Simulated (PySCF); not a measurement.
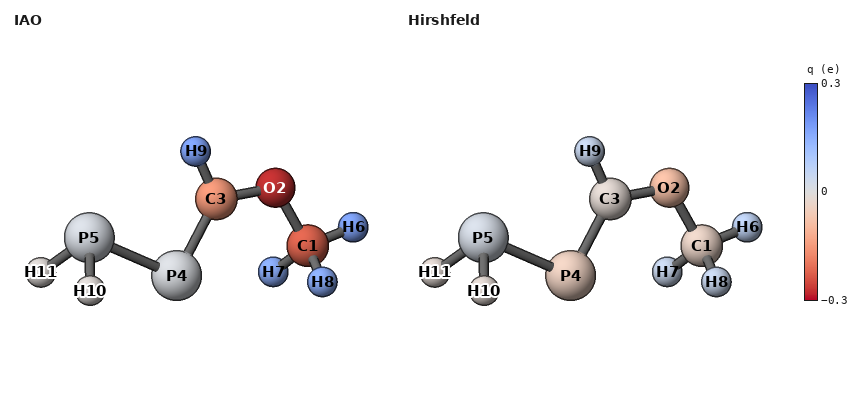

Atomic charges of one calculation by 2 schemes, on one colour scale. The geometry was computed by an optimisation with GFN2-xTB. No frequency run is at hand to confirm it as a minimum. Computed with PBE0/pcSseg-1 (PySCF 2.14.0).

**Which scheme gives the most polar picture (largest mean size of the charges)?**

The IAO charges are the largest in size here.

**On which atom do the schemes disagree most?**

On C1 (from −0.22 to −0.03 e); O2 (from −0.27 to −0.08 e).

List the charges (e), one line for each set of equivalent atoms.

```
atom    IAO  Hirshfeld
  C1  −0.22      −0.03
  O2  −0.27      −0.08
  C3  −0.15      −0.02
  P4   0.01      −0.04
  P5   0.01       0.02
  H6   0.17       0.06
  H7   0.15       0.04
  H8   0.15       0.04
  H9   0.17       0.04
 H10  −0.01      −0.01
 H11  −0.01      −0.01
```

The geometry is semi-empirical. Around P such bond lengths and angles can be off by a tenth of an ångström or more and by several degrees, and values that hang on the shape move with them.
